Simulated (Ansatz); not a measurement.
Two G0W0 runs on WSSe/WSSe/WSSe (multilayer of trigonal-prismatic sheets).

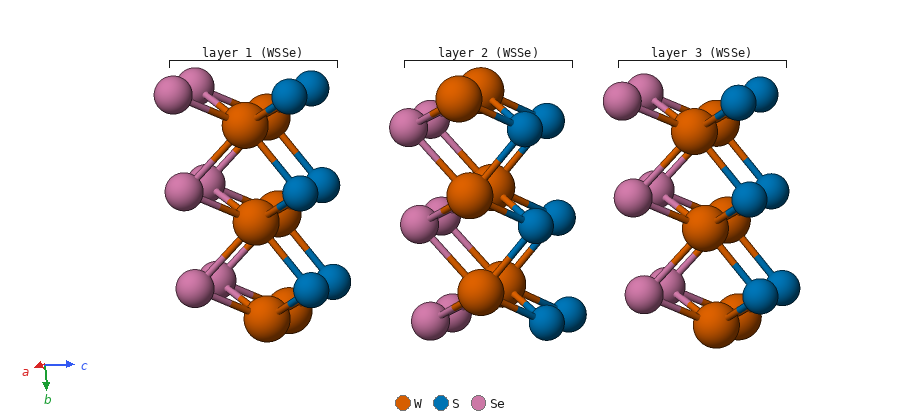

The structure (tungsten orange, sulfur blue, selenium pink). 2×3×1 cells are drawn.

The cell holds 9 atoms: 3 W, 3 S and 3 Se. Cell: a = 3.187 Å, b = 3.187 Å, c = 54.600 Å, α = 90.0°, β = 90.0°, γ = 120.0°. Regions: layer 1 (WSSe), 3 atoms (1 W, 1 S and 1 Se); layer 2 (WSSe), 3 atoms (1 W, 1 S and 1 Se); layer 3 (WSSe), 3 atoms (1 W, 1 S and 1 Se). Vacuum lies along c.

```xyz
9
Lattice="3.1868 0.0000 0.0000 -1.5934 2.7598 0.0000 0.0000 0.0000 54.6000" Properties=species:S:1:pos:R:3
W     0.0000    1.8399   21.1474
S     1.5934    0.9199   22.6768
Se    1.5934    0.9199   19.4498
W     1.5934    0.9199   27.3862
S     0.0000    1.8399   28.9153
Se    0.0000    1.8399   25.6855
W     0.0000    1.8399   33.6240
S     1.5934    0.9199   35.1502
Se    1.5934    0.9199   31.9231
```

The structure was relaxed with LDA. The runs that relaxed it are not among those shown. Spin-orbit coupling is left out unless a run names it.

The first (Ansatz 0.2.0; start LDA, 9×9×1 mesh, 638 empty bands, screening to 70 eV, PAW set soft_1 files; 1 × NVIDIA H100 80GB HBM3 (shared by 6 runs) with 3 threads of AMD EPYC 7R13 (Zen 3), shared host) gave, on its mesh: starting gap 0.52 eV, G0W0 gap 1.04 eV, mean of 1 + 4πα/V (set by the cell height) 4.24, 2.9 min.

Q: The second changes empty bands from 638 to 255 and screening cutoff (eV) from 70.0 to 38. What does it give?

It gave: starting gap 0.52 eV, G0W0 gap 0.99 eV, mean of 1 + 4πα/V (set by the cell height) 4.26, 79 s. The G0W0 gap moves by −0.05 eV, +0.0001 eV from the start and −0.05 eV from the correction. Σc changes by +0.34 eV at the valence top and +0.29 eV at the conduction bottom, and Σx − Vxc between them by +0.00 eV.

Limits: not at the basis limit; coarse mesh for a sheet; no spin-orbit coupling.

[Paths, hosts, dates, memory and timing lines, banners, echoed tables and standing remarks are left out of the program output.]

[Logs are printed without paths, hosts, clocks, repeated set-up lines and the standing remarks that a program may print on its own settings, such as how far it seeks lower states.]

[Runs of the session that timed out or met a known fault of the program may be left out.]

[Cells called generated may have been cut or substituted from an entry of the Crystallography Open Database or the Materials Project.]

[Hosts, paths, dates, database ids (printed as entryN), source tags and the programs' standing remarks are cut or masked in the printed files.]
